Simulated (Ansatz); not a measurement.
CH2AlGe (doublet)

Input

```
crystal:
  periodic: [false, false, false]
  atoms:
    - {symbol: C, position_ang: [-0.449257, -0.031988, -0.110971]}
    - {symbol: Al, position_ang: [1.317394, 0.325252, -1.016911]}
    - {symbol: Ge, position_ang: [-1.527307, -1.653671, -0.387836]}
    - {symbol: H, position_ang: [-0.118067, 0.079213, 0.944436]}
    - {symbol: H, position_ang: [-0.985084, 0.889673, -0.426178]}
basis:
  gaussian:
    orbitals: def2-TZVPD
magnetization:
  spin_polarized: true
  initial_magnetization: 1
hamiltonian:
  xc: {name: PBE0}
output: {forces: true, orbitals: {seedname: orbitals}}
```

Command:

```sh
ansatz run input.yaml --threads 1 --pin off --max-ram 2610MiB --events-out events.jsonl --progress --plain --runs-dir runs
```

Geometry: B3LYP-D3(BJ)/def2-SVP.

These are results of isolated molecule in a Gaussian basis; Kohn-Sham density functional theory, functional PBE0 (Ansatz), not measurements.

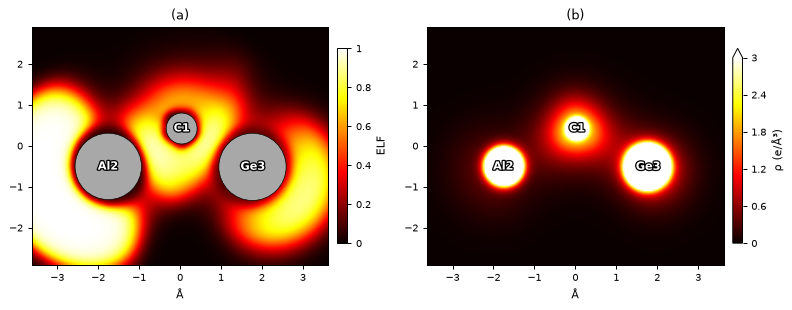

Figure 1. (a) electron localisation function; (b) total electron density on the plane of atoms Al2, C1 and Ge3. Grey discs cover the atomic cores in the ELF map.

> What do the fields say about this system?

Atoms in the plane: C, Al and Ge.
C–Ge (1.97 Å): ρ is about 0.81 e/Å³ halfway; the ELF peaks at about 0.90 in the valence shell of C, 0.7 Å from its nucleus, and is about 0.60 at the midpoint.
C–Al (2.02 Å): ρ at the midpoint is about 0.59 e/Å³; the ELF peaks at about 0.90 between the atoms, as expected for a shared but strongly polarised pair.
The ELF also peaks beside Ge3, away from the bonds: non-bonding electrons, paired or unpaired.

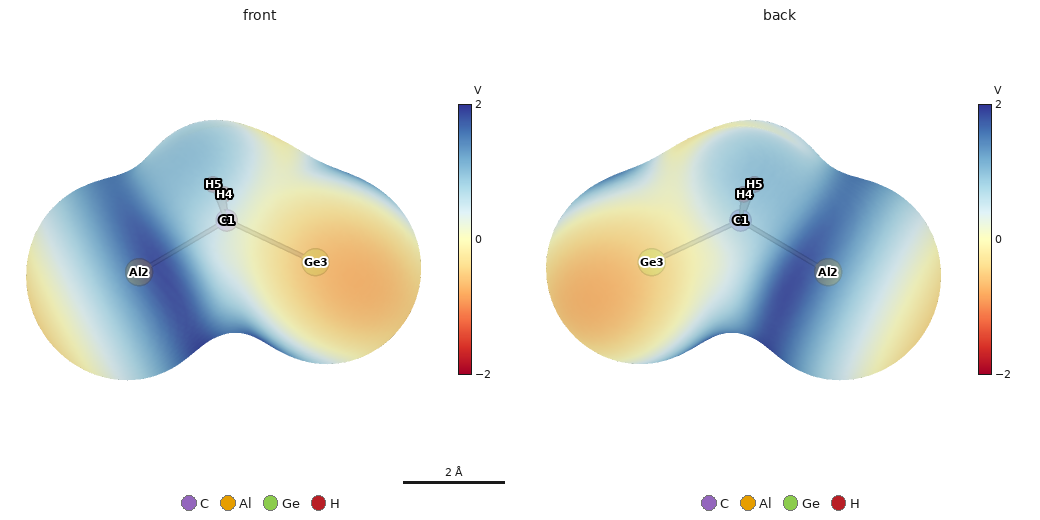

Figure 2. The molecular electrostatic potential painted on the density surface at 0.002 e/bohr³, seen from the front and from behind; red is negative and blue positive.

> Where is the surface potential most negative and most positive?

The most negative region (about −0.7 V) lies over Ge3, the most positive (about +1.9 V) over Al2.

> How polar is the molecule by this calculation?

Its dipole moment is 1.44 D.

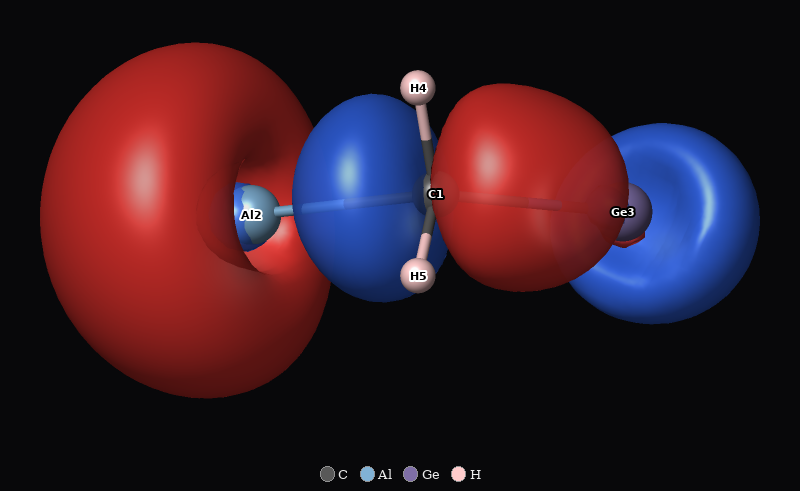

Figure 3. The HOMO (β) at ±0.1 Å⁻³ᐟ² (red and blue are the two phases), seen from one side.

> Describe this orbital and give its energy.

Its weight (Hirshfeld) is mainly on Al2 (about 60 %), C1 (about 20 %) and Ge3 (about 15 %). Its energy is −5.91 eV.
